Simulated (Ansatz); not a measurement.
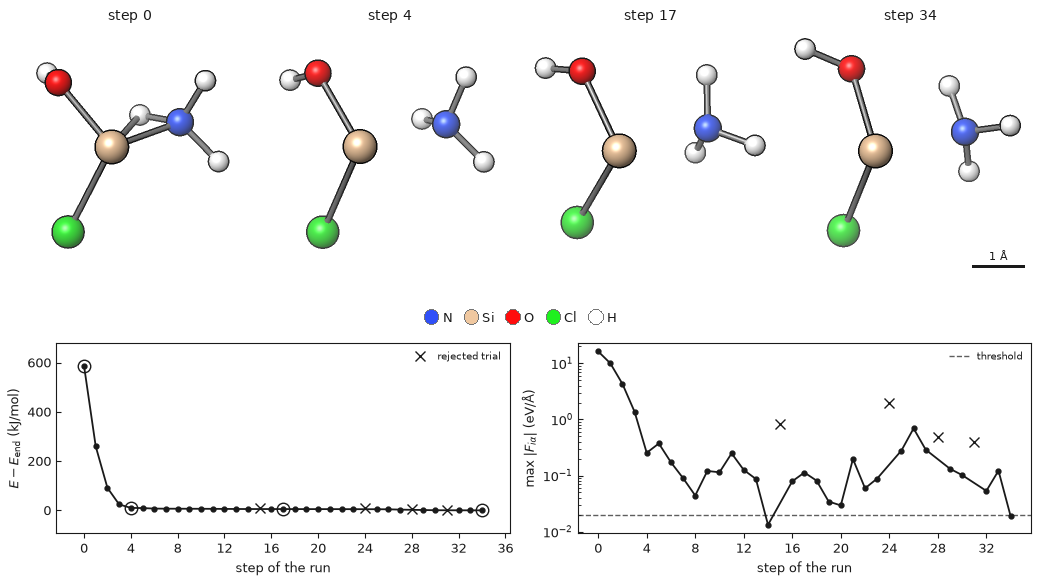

Frames of a relaxation of SiNH4OCl, marked on the history of the run. The picture is a ball-and-stick view, seen face on.

The run prepares an end point of a later path (hydrogen shift) calculation, from a guessed geometry.

Method: Ansatz, RKS BLYP-D4/6-31G.

Input file:
```yaml
crystal:
  periodic: [false, false, false]
  atoms:
    - { symbol: "N", position_ang: [-0.8122, 0.7561, -0.1939] }
    - { symbol: Si, position_ang: [0.4618, -0.2369, -0.1611] }
    - { symbol: O, position_ang: [0.4297, -0.7998, 1.3671] }
    - { symbol: Cl, position_ang: [0.2317, -1.8146, -1.3836] }
    - { symbol: H, position_ang: [-0.963, 1.1471, -1.1702] }
    - { symbol: H, position_ang: [-0.6543, 1.6243, 0.3739] }
    - { symbol: H, position_ang: [-1.19895, -0.11879, 0.21425] }
    - { symbol: H, position_ang: [-0.3164, -1.2459, 1.6144] }
basis:
  gaussian: { orbitals: "6-31G" }
hamiltonian:
  xc: blyp
  dispersion: d4
relax:
  f_tol: 0.02
  max_steps: 50
```

Launched with:
```bash
ansatz run input.yaml --threads 1 --pin off --max-ram 2048MiB --backend cpu --events-out ev --progress --plain --runs-dir out
```

Q: Describe the path.

A: The energy falls by 586.8 kJ/mol in 30 accepted moves (34 points after the start). Largest force component: 16 eV/Å at the start, 0.019 eV/Å at the end. The line search rejected the trial steps at points 15, 24, 28, 31 of the run. The forces were under the threshold at step 14, but the run went on from there. H7 moves most after the best rigid fit: 1.44 Å. By element the largest moves are H 1.44 Å, Cl 0.61 Å, Si 0.46 Å, O 0.40 Å, N 0.21 Å. Near-neighbour distances that change, for instance: Si2–H7 1.707 → 2.603 Å, N1–Si2 1.616 → 2.104 Å, Si2–Cl4 2.009 → 2.397 Å, Si2–O3 1.629 → 1.806 Å. Bonds break: N1–Si2 (1.62 → 2.10 Å), Si2–H7 (1.71 → 2.60 Å). Among the angles between lasting bonds that change: H5–N1–H7 128.1° → 111.8°, H6–N1–H7 122.7° → 111.2°, H5–N1–H6 102.4° → 111.9°. Groups turn about Si2–O3 by about 150°. The run took 82 s on 1 thread of Intel(R) Xeon(R) Platinum 8488C (Sapphire Rapids), on a shared host, peak memory 0.17 GiB. From step 0 to 4: Si2 moves most (0.58 Å), energy −576.8 kJ/mol. From step 4 to 17: H7 moves most (0.68 Å), energy −4.77 kJ/mol. From step 17 to 34: H8 moves most (0.69 Å), energy −5.22 kJ/mol.

```json
{"step": "0", "E − E(0), kJ/mol": "0.00", "largest force component, eV/Å": "16.3401", "note": ""}
{"step": "1", "E − E(0), kJ/mol": "-327.01", "largest force component, eV/Å": "10.0353", "note": ""}
{"step": "2", "E − E(0), kJ/mol": "-495.40", "largest force component, eV/Å": "4.3064", "note": ""}
{"step": "3", "E − E(0), kJ/mol": "-562.68", "largest force component, eV/Å": "1.3722", "note": ""}
{"step": "4", "E − E(0), kJ/mol": "-576.79", "largest force component, eV/Å": "0.2544", "note": ""}
{"step": "5", "E − E(0), kJ/mol": "-577.54", "largest force component, eV/Å": "0.3731", "note": ""}
{"step": "6", "E − E(0), kJ/mol": "-579.60", "largest force component, eV/Å": "0.1720", "note": ""}
{"step": "7", "E − E(0), kJ/mol": "-580.03", "largest force component, eV/Å": "0.0898", "note": ""}
{"step": "8", "E − E(0), kJ/mol": "-580.13", "largest force component, eV/Å": "0.0440", "note": ""}
{"step": "9", "E − E(0), kJ/mol": "-580.33", "largest force component, eV/Å": "0.1208", "note": ""}
{"step": "10", "E − E(0), kJ/mol": "-580.45", "largest force component, eV/Å": "0.1143", "note": ""}
{"step": "11", "E − E(0), kJ/mol": "-580.64", "largest force component, eV/Å": "0.2487", "note": ""}
{"step": "13", "E − E(0), kJ/mol": "-581.24", "largest force component, eV/Å": "0.0870", "note": ""}
{"step": "14", "E − E(0), kJ/mol": "-581.45", "largest force component, eV/Å": "0.0132", "note": ""}
{"step": "15", "E − E(0), kJ/mol": "-579.08", "largest force component, eV/Å": "0.8189", "note": "rejected"}
{"step": "16", "E − E(0), kJ/mol": "-581.54", "largest force component, eV/Å": "0.0791", "note": ""}
{"step": "18", "E − E(0), kJ/mol": "-581.67", "largest force component, eV/Å": "0.0813", "note": ""}
{"step": "19", "E − E(0), kJ/mol": "-581.72", "largest force component, eV/Å": "0.0344", "note": ""}
{"step": "20", "E − E(0), kJ/mol": "-581.77", "largest force component, eV/Å": "0.0293", "note": ""}
{"step": "21", "E − E(0), kJ/mol": "-581.77", "largest force component, eV/Å": "0.1971", "note": ""}
{"step": "23", "E − E(0), kJ/mol": "-581.99", "largest force component, eV/Å": "0.0886", "note": ""}
{"step": "24", "E − E(0), kJ/mol": "-576.44", "largest force component, eV/Å": "1.9386", "note": "rejected"}
{"step": "25", "E − E(0), kJ/mol": "-582.21", "largest force component, eV/Å": "0.2796", "note": ""}
{"step": "26", "E − E(0), kJ/mol": "-582.53", "largest force component, eV/Å": "0.6924", "note": ""}
{"step": "28", "E − E(0), kJ/mol": "-582.39", "largest force component, eV/Å": "0.4779", "note": "rejected"}
{"step": "29", "E − E(0), kJ/mol": "-585.46", "largest force component, eV/Å": "0.1322", "note": ""}
{"step": "30", "E − E(0), kJ/mol": "-586.31", "largest force component, eV/Å": "0.1020", "note": ""}
{"step": "31", "E − E(0), kJ/mol": "-585.64", "largest force component, eV/Å": "0.3891", "note": "rejected"}
{"step": "33", "E − E(0), kJ/mol": "-586.73", "largest force component, eV/Å": "0.1221", "note": ""}
{"step": "34", "E − E(0), kJ/mol": "-586.79", "largest force component, eV/Å": "0.0189", "note": ""}
```
